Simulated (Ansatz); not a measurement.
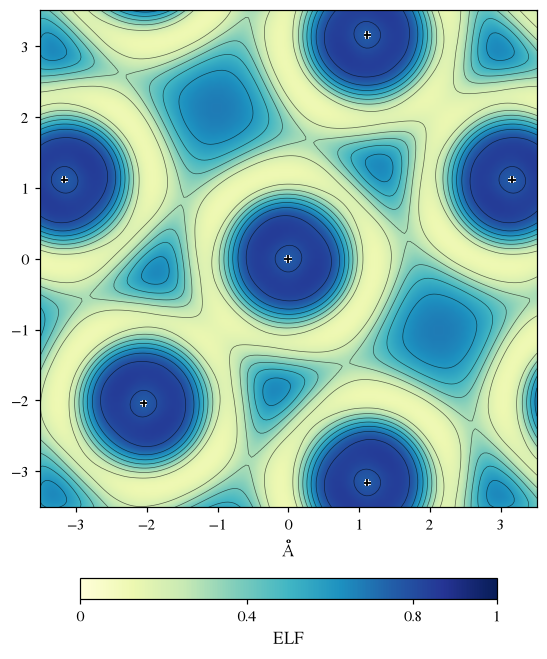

The ELF on a plane through atoms (crosses mark nuclei in the plane).

All numbers below come from DFT PBE, scalar-relativistic, plane waves, PAW in Ansatz 0.2.0.

Candidates:
A. CaTi₂N₂, a = 3.02 Å, b = 3.02 Å, c = 14.42 Å, α = 90.00°, β = 90.00°, γ = 90.00°. Space group I4/mmm; a generated structure, not necessarily the stable one; computed without spin polarisation.
B. Hf₄Si, a = 6.32 Å, b = 6.32 Å, c = 5.56 Å, α = 90.00°, β = 90.00°, γ = 90.00°. Space group P4/nbm; a generated structure, not necessarily the stable one; changed on purpose from its base cell (volume × 1.03, shape and atoms relaxed); computed pressure about −3 GPa in this cell.
C. Be₂S₃, a = 4.53 Å, b = 5.19 Å, c = 6.41 Å, α = 90.00°, β = 93.26°, γ = 90.00°. Space group C2; a generated structure, not necessarily the stable one; changed on purpose from its base cell (volume × 0.94, shape and atoms relaxed); computed pressure about 4 GPa in this cell.

**Which system is this?**

Candidate B: Hf₄Si on the (001) plane of the conventional cell, which holds Hf. Hf–Hf (2.89 Å): the ELF is about 0.15 at the midpoint (no shared electron pair shows on this line).
